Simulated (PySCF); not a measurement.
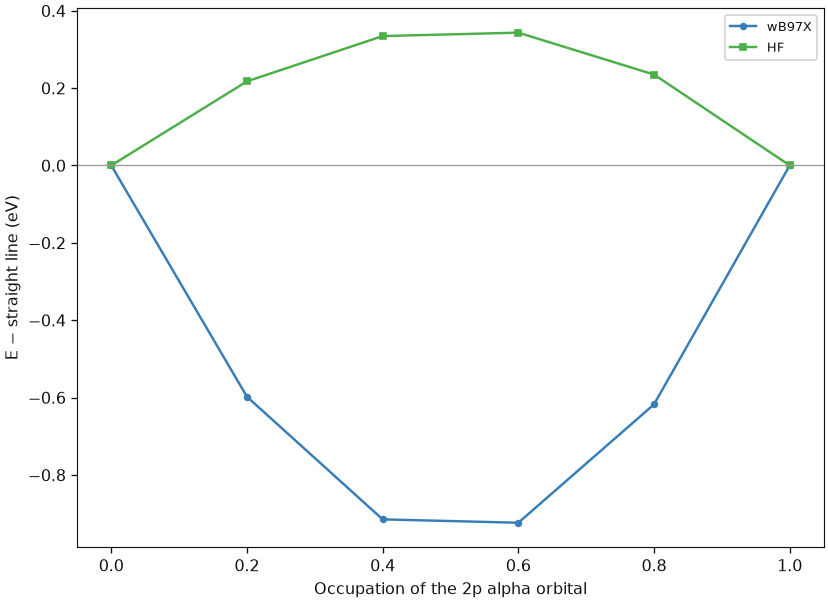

One 2p alpha orbital of O⁺ ([He] 2s² 2p³) is emptied in steps. The plot gives the energy less the straight line between the integer ends. PySCF, jorge-DZP-DKH, spin-free X2C-1e, unrestricted single determinants, no spin-orbit coupling.

What do the curves say about each method?

Answer. wB97X: convex (delocalisation error), largest departure −0.92 eV, removal energy 35.34 eV; HF: concave (localisation error), largest departure 0.34 eV, removal energy 34.75 eV. The measured removal energy is 35.12 eV. The exact energy is a straight line between whole electron numbers.
